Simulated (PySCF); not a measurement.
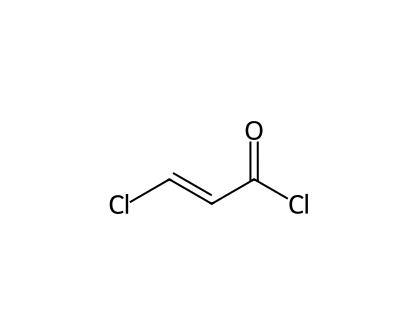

A structural formula.

Write the SMILES.

Answer. O=C(Cl)/C=C/Cl

What is the molecular formula?

Answer. C3H2Cl2O.

An optimisation with GFN2-xTB gave a structure of which point group?

Answer. Cs. Other conformers may differ.

More results for the same structure follow; atom numbers are the same in all pictures, views and colours differ. Computed geometry: GFN2-xTB optimisation. No frequency run is at hand to confirm it as a minimum.

## Dipole moment

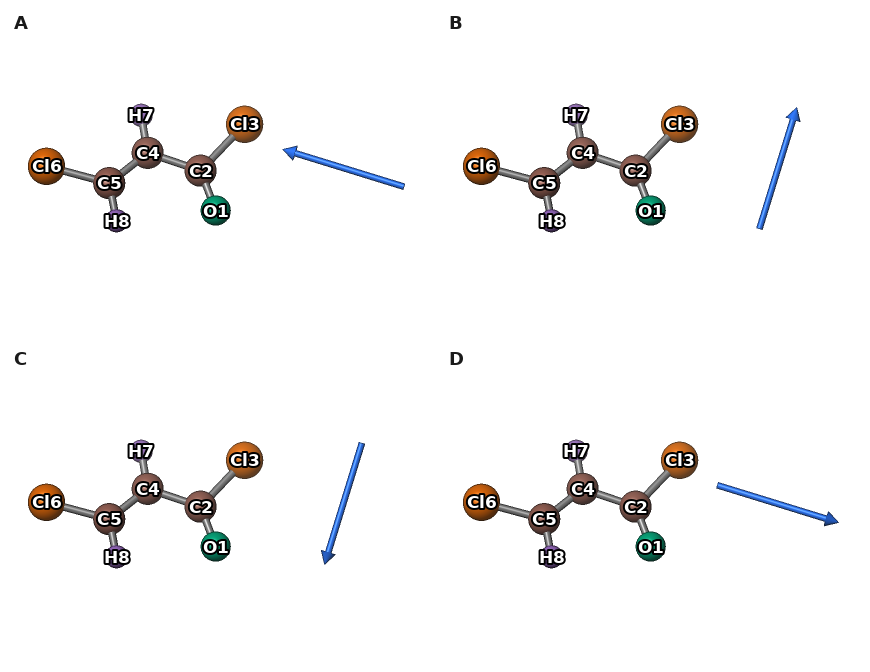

The same molecule four times, each with an arrow. No frequency run is at hand to confirm it as a minimum. Properties computed with CAM-B3LYP/def2-SVPD, gas phase (PySCF 2.14.0).

Which arrow points along the dipole moment, from the negative to the positive end?

Answer. A. The dipole moment is 2.33 D; it points from the side of O1, Cl3 to the side of Cl6 (the outermost atoms at the two ends).

## Excitation

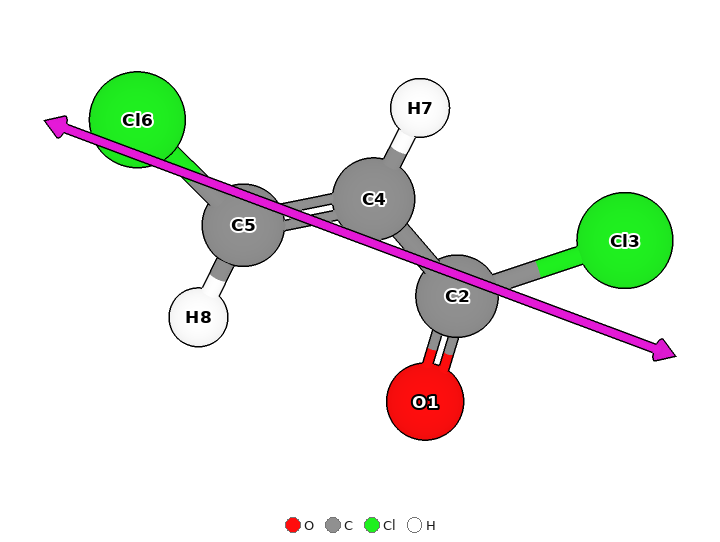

The double arrow shows the direction of the transition dipole to excited singlet state 2 (its length means nothing). No frequency run is at hand to confirm it as a minimum. Method: TDDFT CAM-B3LYP/def2-SVPD, vertical, gas phase, core orbitals frozen in the response (PySCF 2.14.0).

How is the transition polarised?

Answer. In the molecular plane, close to the long direction Cl3···Cl6.

Give its energy, strength and character.

Answer. 5.47 eV (227 nm), oscillator strength 0.47, mainly HOMO → LUMO (weight 0.98); transition dipole 4.78 D.

## Polarisability

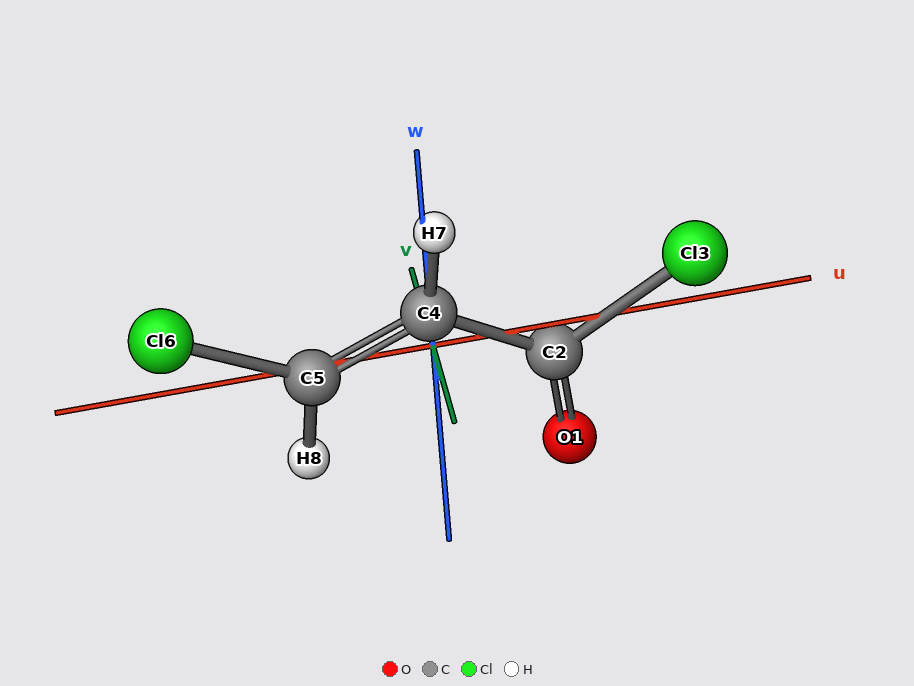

The lines u, v and w are the principal axes of the static dipole polarisability. No frequency run is at hand to confirm it as a minimum. Computed with CAM-B3LYP/def2-SVPD (PySCF 2.14.0).

Along which axis is the molecule most polarisable, and along which least?

Answer. Most along u (in the molecular plane, close to the long direction Cl3···Cl6), least along v (normal to the molecular plane).

Give the three principal values.

Answer. u 107.3, v 44.5, w 63.5 bohr³; mean 71.8, anisotropy 55.8 bohr³.
